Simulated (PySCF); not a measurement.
# singlet [Si2NH6]+: levels of theory compared

We compute a comparison of 5 runs (HF/3-21G, B3LYP/6-31G*, B2PLYP/cc-pVDZ, M06-2X/cc-pVDZ, SCS-MP2/cc-pVDZ) of singlet [Si2NH6]+. 

Program for the calculation: PySCF 2.14.0.

1 further run of the same task is left out (set aside as unsound or not needed).

### 1 Starting point

[Si2NH6]+: 9 atoms, total charge +1, spin state singlet. SMILES of the parent species: `[SiH2]N[SiH3]`. Geometry: relaxed at PBE0-D4/def2-TZVP. This is one conformer, not always the lowest. That shape belongs to the parent species and isn't relaxed for this state.

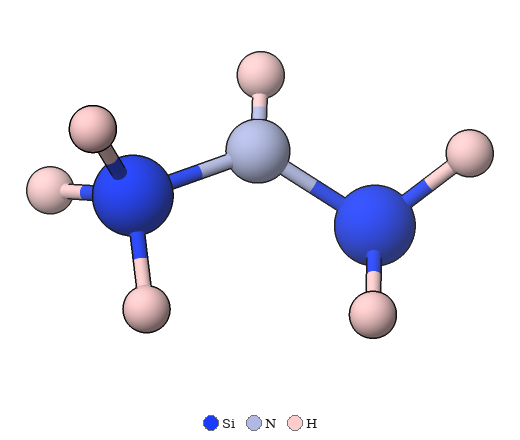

Viewed from a chosen angle; silicon blue, nitrogen light blue, hydrogen pink.

### 2 A single-point energy at HF/3-21G (run 1)

The input, run.py:

```python
from pyscf import gto, scf

mol = gto.M(
    atom='''
Si    -2.269372     1.748564    -1.792216
N      0.372087     1.182591     0.047621
Si     1.155945    -1.550520     1.663337
H     -3.054742    -0.702978    -2.937579
H     -1.592850     3.615802    -3.800050
H      1.443940     2.719883     0.419897
H      3.746571    -2.412235     0.992862
H     -0.714694    -3.502418     0.923131
H      1.080167    -1.186181     4.451061
''',
    unit='bohr',
    max_memory=1860,
    basis='3-21g',
    charge=1,
    verbose=3,
)

mf = scf.RHF(mol)
mf.conv_tol = 1e-10
mf.kernel()
if not mf.converged:
    mf = mf.newton().run(mf.mo_coeff, mf.mo_occ)

etot = mf.e_tot
print('E = %.10f Eh' % etot)
```

Launch:

```console
OMP_NUM_THREADS=1 python run.py
```

The log of the run:

```text
converged SCF energy = -632.148453184384
E = -632.1484531844 Eh
```

Run time: 0.85 s. Hardware: 1 thread of Intel Xeon at 2.70GHz, shared host; peak memory 0.1 GiB.

### 3 A single-point energy at B3LYP/6-31G(d) (spherical functions) (run 2)

The input, calc.py:

```python
from pyscf import gto, dft

mol = gto.M(
    atom='''
Si  -1.200900   0.925300  -0.948400
N    0.196900   0.625800   0.025200
Si   0.611700  -0.820500   0.880200
H   -1.616500  -0.372000  -1.554500
H   -0.842900   1.913400  -2.010900
H    0.764100   1.439300   0.222200
H    1.982600  -1.276500   0.525400
H   -0.378200  -1.853400   0.488500
H    0.571600  -0.627700   2.355400
''',
    basis='6-31g*',
    charge=1,
    max_memory=1860,
    spin=0,
    verbose=3,
)

mf = dft.RKS(mol, xc='b3lyp')
mf.grids.level = 5
mf.conv_tol = 1e-10
mf.kernel()
if not mf.converged:
    mf = mf.newton().run(mf.mo_coeff, mf.mo_occ)

energy = mf.e_tot
print('E = %.10f Eh' % energy)
```

Launch:

```console
OMP_NUM_THREADS=1 python calc.py
```

The log of the run:

```text
converged SCF energy = -637.049774342768
E = -637.0497743428 Eh
```

It took 14 s on 1 thread of Intel Xeon at 2.70GHz, shared host; peak memory 0.34 GiB.

Runs 3 to 4 aren't shown in full; the table further down has their settings and results.

### 4 A single-point energy at SCS-MP2/cc-pVDZ (run 5)

The input, mol.xyz:

```xyz
9
H6NSi2
Si    -1.200900     0.925300    -0.948400
N      0.196900     0.625800     0.025200
Si     0.611700    -0.820500     0.880200
H     -1.616500    -0.372000    -1.554500
H     -0.842900     1.913400    -2.010900
H      0.764100     1.439300     0.222200
H      1.982600    -1.276500     0.525400
H     -0.378200    -1.853400     0.488500
H      0.571600    -0.627700     2.355400
```

The input, calc.py:

```python
from pyscf import gto, mp

mol = gto.M(
    atom='mol.xyz',
    charge=1,
    verbose=4,
    basis='cc-pvdz',
    max_memory=1860,
)

mf = mol.RHF()
mf.conv_tol = 1e-10
mf.kernel()
if not mf.converged:
    mf = mf.newton().run(mf.mo_coeff, mf.mo_occ)

pt = mp.MP2(mf, frozen=11).run()
etot = mf.e_tot + 1.2 * pt.e_corr_os + pt.e_corr_ss / 3
print(f'total energy: {etot:.8f} hartree')
```

Launch:

```console
OMP_NUM_THREADS=1 python calc.py
```

The log of the run:

```text
PySCF version 2.14.0

[... 65 lines left out ...]
converged SCF energy = -635.528022433757
[... 1 line left out ...]
******** <class 'pyscf.mp.mp2.RMP2'> ********
nocc = 9, nmo = 69
frozen orbitals 11
E(RMP2) = -635.891565734362  E_corr = -0.363543300605012
E(SCS-RMP2) = -635.901572613691  E_corr = -0.373550179933156
E_corr(same-spin) = -0.0723482086071451
E_corr(oppo-spin) = -0.291195091997867
total energy: -635.90157261 hartree
```

Run time: 1.8 s. Hardware: 1 thread of Intel Xeon at 2.70GHz, shared host; peak memory 0.17 GiB.

### 5 All runs side by side

```tsv
run	level	integration grid	frozen core orbitals	energy (Eh)	HOMO energy (eV)	LUMO energy (eV)	HOMO–LUMO gap (eV)	wall time
1	HF/3-21G	–	–	-632.148453	-16.33	-6.48	9.84	0.85 s
2	B3LYP/6-31G* (spherical functions)	5	–	-637.049774	-13.42	-9.79	3.63	14 s
3	B2PLYP/cc-pVDZ	5	11	-636.726045	-14.58	-8.43	6.15	18 s
4	M06-2X/cc-pVDZ	5	–	-636.961070	-14.65	-8.69	5.95	29 s
5	SCS-MP2/cc-pVDZ	–	11	-635.901573	-16.38	-6.44	9.95	1.8 s
```

### 6 Outcome

| quantity | value |
| --- | --- |
| run 5: total energy | -635.90157 Eh |
| run 5: HOMO energy (Hartree–Fock orbitals) | -16.38 eV |
| run 5: LUMO energy (Hartree–Fock orbitals) | -6.44 eV |
| run 5: HOMO–LUMO gap (Hartree–Fock orbitals) | 9.95 eV |
| run 5: correlation energy (11 core orbitals frozen) | -373.6 mEh |

Over runs 1, 2, 3, 4 the HOMO–LUMO gap runs from 3.63 eV (B3LYP/6-31G*) to 9.84 eV (HF/3-21G). The two ends differ in method and basis. Totals of different functionals can't be ranked against each other. All runs together took 63 s, the longest 29 s.
